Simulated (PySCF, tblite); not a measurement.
# C3H7FO2S: a rotation path, then NMR shifts on frames

Aim: move C3H7FO2S (`C[C@H](F)S(C)(=O)=O`) away from its starting geometry and see how NMR shifts follow the geometry.

Programs: tblite 0.8.0 and PySCF 2.14.0, with density-fitted response routines of our own. Each step states its level of theory. These are calculated values for one molecule in the gas phase, unless marked as measured. Atoms count from 0, in the outputs and in this text.

**1. The molecule as given**

14 atoms, charge 0, multiplicity 1; geometry from: GFN2-xTB.

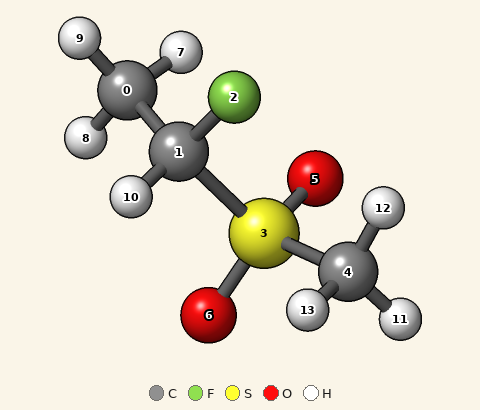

As it starts; carbon grey, fluorine green, sulfur yellow, oxygen red, hydrogen white, atoms numbered.

**2. A band between two rotamers with GFN2-xTB**

The job: settings as JSON, then the geometry in Å.

```
{"job": {"kind": "neb", "xc": "GFN2-xTB", "basis": "xTB", "atoms": [0, 1, 3, 4], "turn": 120}, "charge": 0, "multiplicity": 1}
C      2.035698    -0.210467    -0.223323
C      0.703796    -0.465475     0.426985
F      0.214597    -1.709934     0.131810
S     -0.528370     0.742273    -0.257717
C     -2.138230     0.008440     0.135507
O     -0.372838     0.802019    -1.681391
O     -0.368147     1.961026     0.486025
H      1.916378    -0.273764    -1.303153
H      2.360676     0.793259     0.035751
H      2.779811    -0.933978     0.103846
H      0.702384    -0.355652     1.513627
H     -2.898074     0.672645    -0.257072
H     -2.190360    -0.959813    -0.344699
H     -2.217999    -0.071052     1.211639
```

Level: GFN2-xTB climbing-image nudged elastic band, gas phase.

Command:

```bash
$ OMP_NUM_THREADS=1 python probes_run.py task.json out
```

This one command runs all jobs of the session in turn.

What it wrote:

```text
image   E - E0 / eV
  0      -0.0000
  1       0.0151
  2       0.0588
  3       0.1173
  4       0.1677
  5       0.1906
  6       0.1841
  7       0.1659
  8       0.1534
```

Wall time 5.2 s (1 thread, shared host).

The final band, with the dihedral C0–C1–S3–C4:

| image | dihedral (°) | energy (eV) | energy (kcal/mol) |
| --- | --- | --- | --- |
| 0 | 161 | 0.000 | 0.0 |
| 1 | 178 | 0.015 | 0.3 |
| 2 | 194 | 0.059 | 1.4 |
| 3 | 211 | 0.117 | 2.7 |
| 4 | 227 | 0.168 | 3.9 |
| 5 | 244 | 0.191 | 4.4 |
| 6 | 260 | 0.184 | 4.2 |
| 7 | 276 | 0.166 | 3.8 |
| 8 | 290 | 0.153 | 3.5 |

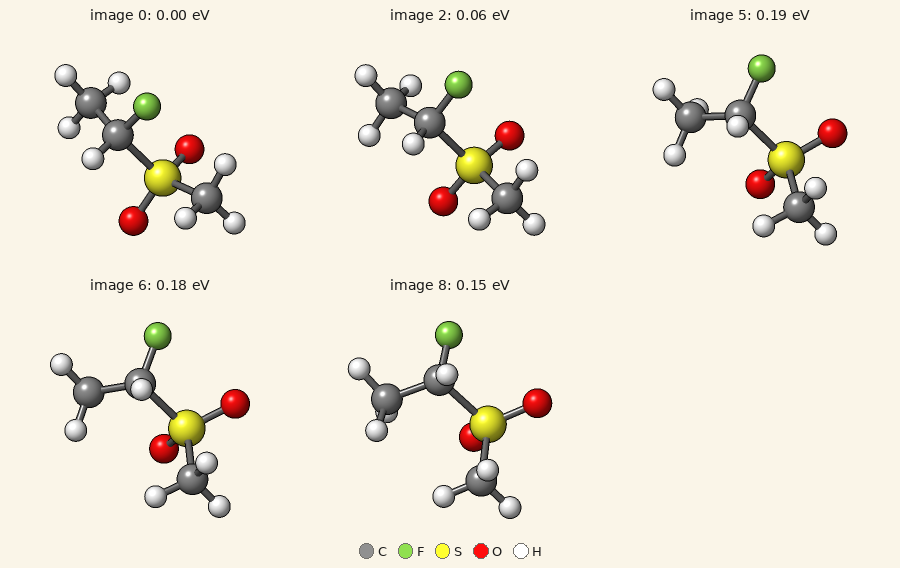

Images along the band.

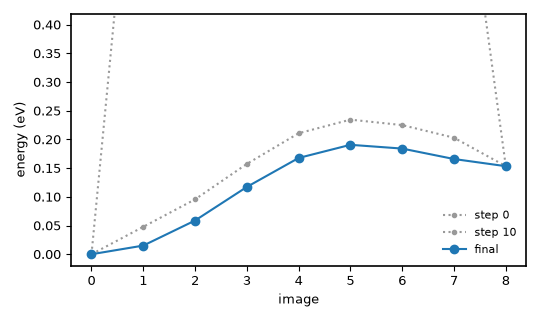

Energy along the band, early and final.

**3. Shielding tensors: image 0, PBE0/pcSseg-1**

The job: settings as JSON, then the geometry in Å.

```
{"job": {"kind": "nmr", "xc": "PBE0", "basis": "pcSseg-1", "pop": false}, "charge": 0, "multiplicity": 1}
C      2.035700    -0.210500    -0.223300
C      0.703800    -0.465500     0.427000
F      0.214600    -1.709900     0.131800
S     -0.528400     0.742300    -0.257700
C     -2.138200     0.008400     0.135500
O     -0.372800     0.802000    -1.681400
O     -0.368100     1.961000     0.486000
H      1.916400    -0.273800    -1.303200
H      2.360700     0.793300     0.035800
H      2.779800    -0.934000     0.103800
H      0.702400    -0.355700     1.513600
H     -2.898100     0.672600    -0.257100
H     -2.190400    -0.959800    -0.344700
H     -2.218000    -0.071100     1.211600
```

Method: GIAO PBE0/pcSseg-1 NMR shielding, non-relativistic, gas phase.

What it wrote:

```text
coarse grid: 12480 points
cycle   1  E = -766.0168755357  dE =  1.536e+00  |g| = 1.225e+00  |ddm| = 3.442e+00
cycle   2  E = -765.2649025377  dE =  7.520e-01  |g| = 2.362e+00  |ddm| = 2.786e+00
cycle   3  E = -766.2803166139  dE = -1.015e+00  |g| = 1.826e-01  |ddm| = 2.050e+00
cycle   4  E = -766.2864133996  dE = -6.097e-03  |g| = 8.991e-02  |ddm| = 2.170e-01
cycle   5  E = -766.2878432891  dE = -1.430e-03  |g| = 2.630e-02  |ddm| = 7.001e-02
cycle   6  E = -766.2879601545  dE = -1.169e-04  |g| = 8.778e-03  |ddm| = 2.424e-02
cycle   7  E = -766.2879731958  dE = -1.304e-05  |g| = 2.793e-03  |ddm| = 8.067e-03
cycle   8  E = -766.2879745608  dE = -1.365e-06  |g| = 5.444e-04  |ddm| = 2.255e-03
final grid: 117000 points
cycle   9  E = -766.3591091703  dE = -2.700e-05  |g| = 1.203e-02  |ddm| = 2.295e-02
cycle  10  E = -766.3590727409  dE =  3.643e-05  |g| = 1.821e-02  |ddm| = 2.213e-02
cycle  11  E = -766.3591381311  dE = -6.539e-05  |g| = 2.404e-03  |ddm| = 1.419e-02
cycle  12  E = -766.3591391979  dE = -1.067e-06  |g| = 2.116e-04  |ddm| = 1.852e-03
cycle  13  E = -766.3591392029  dE = -4.989e-09  |g| = 1.430e-04  |ddm| = 2.211e-04
cycle  14  E = -766.3591392060  dE = -3.120e-09  |g| = 3.670e-05  |ddm| = 1.136e-04
cycle  15  E = -766.3591392062  dE = -2.110e-10  |g| = 1.686e-05  |ddm| = 3.798e-05
converged SCF energy = -766.3591392062

GIAO shielding tensors (ppm)
atom      isotropic    diamagn.    paramagn.     s11        s22        s33       span
  0 C      173.570     249.441     -75.871    160.923    171.087    188.700     27.777
  1 C       77.902     252.729    -174.828     55.644     69.705    108.357     52.713
  2 F      373.565     475.919    -102.353    331.107    374.370    415.219     84.112
  3 S      192.948    1053.317    -860.369     52.248    196.354    330.242    277.995
  4 C      144.091     255.930    -111.839    114.502    129.047    188.724     74.221
  5 O      141.910     400.524    -258.615     74.123    133.303    218.303    144.179
  6 O      127.639     400.271    -272.632     65.868    100.841    216.208    150.341
  7 H       29.550      30.036      -0.486     24.996     29.365     34.288      9.292
  8 H       30.207      29.451       0.756     25.386     28.732     36.505     11.119
  9 H       29.995      28.152       1.843     26.055     27.144     36.786     10.732
 10 H       26.599      32.221      -5.622     24.641     26.465     28.692      4.050
 11 H       28.810      28.069       0.741     26.039     26.839     33.553      7.514
 12 H       28.730      31.045      -2.315     24.933     28.061     33.196      8.264
 13 H       29.373      30.698      -1.326     26.244     27.093     34.781      8.537
```

Wall time 47 s (1 thread, shared host).

Shifts follow as δ = σ(reference) − σ, with reference shieldings (ppm) from runs at the same level and on the same kind of geometry: ¹H TMS 31.72, ¹³C TMS 186.9, ¹⁹F CFCl3 170.9, ¹⁷O H2O 336.1, ³³S CS2 504. The references are single molecules in the gas phase, so shifts against H2O, NH3, PH3, H3PO4 or CFCl3 are not on the usual liquid scales and can be off by tens of ppm. Each atom is listed at this fixed geometry, with no averaging over motion; a spectrum would average atoms that exchange fast.

| atoms | environment | σ (ppm) | δ (ppm) |
| --- | --- | --- | --- |
| C1 | sp3 CH bonded to F and S | 77.9 | 109.0 |
| C4 | methyl carbon bonded to S | 144.1 | 42.8 |
| C0 | methyl carbon | 173.6 | 13.4 |
| H10 | hydrogen on an sp3 CH bonded to F and S | 26.60 | 5.12 |
| H12 | hydrogen on a methyl carbon bonded to S | 28.73 | 2.99 |
| H11 | hydrogen on a methyl carbon bonded to S | 28.81 | 2.91 |
| H13 | hydrogen on a methyl carbon bonded to S | 29.37 | 2.34 |
| H7 | hydrogen on a methyl carbon | 29.55 | 2.17 |
| H9 | hydrogen on a methyl carbon | 29.99 | 1.72 |
| H8 | hydrogen on a methyl carbon | 30.21 | 1.51 |
| F2 | fluorine on an sp3 carbon | 373.6 | -202.6 |
| S3 | sulfone sulfur | 193 | 311 |
| O6 | S=O oxygen | 127.6 | 208.4 |
| O5 | S=O oxygen | 141.9 | 194.2 |

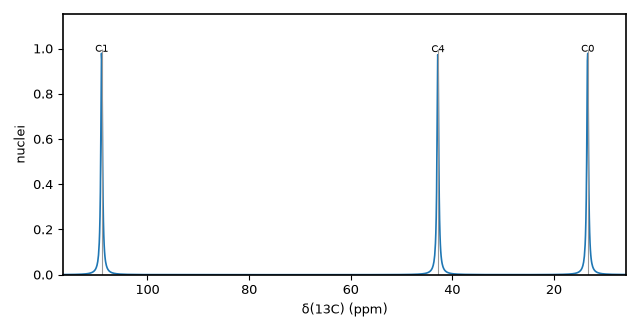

¹³C lines at the computed shifts, without couplings. Lines are broadened to a width of 0.38 ppm (Lorentzian).

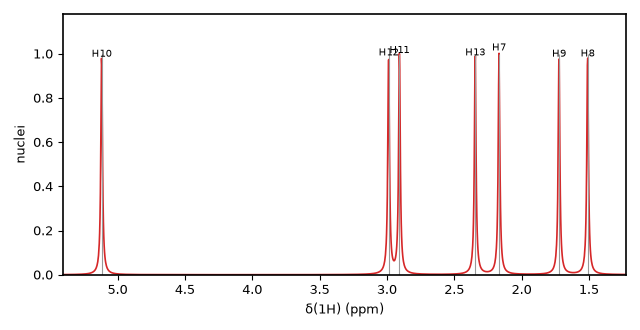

¹H lines at the computed shifts, without couplings. Lines are broadened to a width of 0.01 ppm (Lorentzian).

**4. Nuclear shieldings: image 2, PBE0/pcSseg-1**

The job: settings as JSON, then the geometry in Å.

```
{"job": {"kind": "nmr", "xc": "PBE0", "basis": "pcSseg-1", "pop": false}, "charge": 0, "multiplicity": 1}
C      2.053600    -0.102100    -0.053800
C      0.667200    -0.613900     0.224200
F      0.412000    -1.805900    -0.388900
S     -0.551500     0.605700    -0.467900
C     -2.123800     0.117500     0.296400
O     -0.636500     0.439300    -1.886900
O     -0.172500     1.896600     0.036200
H      2.158300     0.086200    -1.119700
H      2.183800     0.832300     0.483800
H      2.807200    -0.819600     0.262900
H      0.446500    -0.741200     1.287100
H     -2.889200     0.793600    -0.063400
H     -2.339800    -0.900300    -0.001400
H     -2.016000     0.211200     1.369100
```

Level: GIAO PBE0/pcSseg-1 NMR shielding, non-relativistic, gas phase.

What it wrote:

```text
coarse grid: 12480 points
cycle   1  E = -766.0138071058  dE =  1.544e+00  |g| = 1.226e+00  |ddm| = 3.439e+00
cycle   2  E = -765.2418226171  dE =  7.720e-01  |g| = 2.384e+00  |ddm| = 2.829e+00
cycle   3  E = -766.2784102185  dE = -1.037e+00  |g| = 1.853e-01  |ddm| = 2.086e+00
cycle   4  E = -766.2846677688  dE = -6.258e-03  |g| = 9.162e-02  |ddm| = 2.175e-01
cycle   5  E = -766.2861378466  dE = -1.470e-03  |g| = 2.935e-02  |ddm| = 7.288e-02
cycle   6  E = -766.2862859296  dE = -1.481e-04  |g| = 9.236e-03  |ddm| = 2.712e-02
cycle   7  E = -766.2863004826  dE = -1.455e-05  |g| = 2.708e-03  |ddm| = 8.330e-03
cycle   8  E = -766.2863017618  dE = -1.279e-06  |g| = 5.551e-04  |ddm| = 2.210e-03
final grid: 117000 points
cycle   9  E = -766.3572837897  dE = -2.781e-05  |g| = 1.239e-02  |ddm| = 2.466e-02
cycle  10  E = -766.3572442000  dE =  3.959e-05  |g| = 1.888e-02  |ddm| = 2.276e-02
cycle  11  E = -766.3573143294  dE = -7.013e-05  |g| = 2.529e-03  |ddm| = 1.479e-02
cycle  12  E = -766.3573155113  dE = -1.182e-06  |g| = 2.294e-04  |ddm| = 1.921e-03
cycle  13  E = -766.3573155163  dE = -4.971e-09  |g| = 1.713e-04  |ddm| = 2.652e-04
cycle  14  E = -766.3573155210  dE = -4.739e-09  |g| = 4.107e-05  |ddm| = 1.391e-04
cycle  15  E = -766.3573155213  dE = -2.731e-10  |g| = 1.710e-05  |ddm| = 4.139e-05
converged SCF energy = -766.3573155213

GIAO shielding tensors (ppm)
atom      isotropic    diamagn.    paramagn.     s11        s22        s33       span
  0 C      173.631     249.302     -75.670    158.758    174.036    188.100     29.341
  1 C       78.898     252.756    -173.858     51.338     75.765    109.591     58.253
  2 F      376.150     474.792     -98.643    331.436    380.178    416.835     85.399
  3 S      199.832    1053.211    -853.379     48.523    193.261    357.713    309.190
  4 C      142.512     256.149    -113.636    112.456    125.097    189.984     77.528
  5 O      143.485     399.299    -255.815     68.309    141.938    220.206    151.898
  6 O      132.437     401.173    -268.737     70.251    118.322    208.737    138.487
  7 H       29.764      29.552       0.212     25.459     29.165     34.668      9.209
  8 H       29.941      29.894       0.046     24.566     29.302     35.954     11.388
  9 H       30.084      28.174       1.910     26.073     27.312     36.868     10.794
 10 H       26.632      32.869      -6.236     24.897     26.730     28.271      3.375
 11 H       28.791      28.006       0.785     26.111     26.610     33.651      7.540
 12 H       28.818      30.670      -1.852     25.305     27.717     33.432      8.127
 13 H       29.520      31.134      -1.613     26.294     27.522     34.745      8.452
```

Wall time 46 s (1 thread, shared host).

Key values: δ C1 108.0, C4 44.4, C0 13.3, F2 -205.2, H10 5.08, H11 2.93 ppm.

[end of part 1 of 2]
